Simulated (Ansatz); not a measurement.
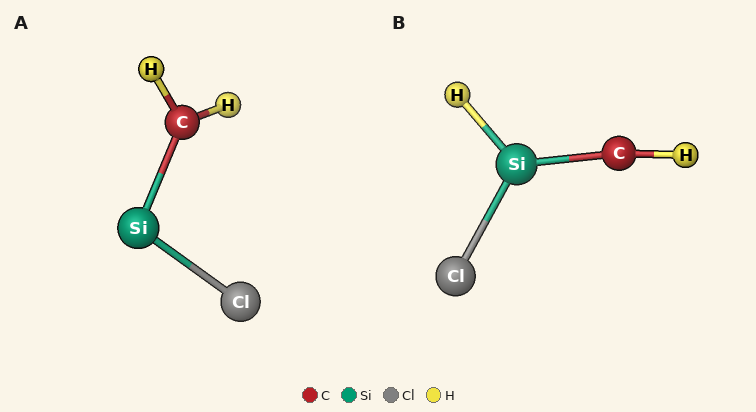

2 stationary structures of one formula. Charge 0, doublet. Geometries: PBE0-D4/def2-TZVP. Electronic energies: PBE0-D4/def2-TZVPP (Ansatz 0.2.0), without zero-point energy. No frequency run is at hand to confirm each as a minimum.

> Which structure is the most stable?

A is lowest (C1); B lies 24.5 kcal/mol above it (Cs).
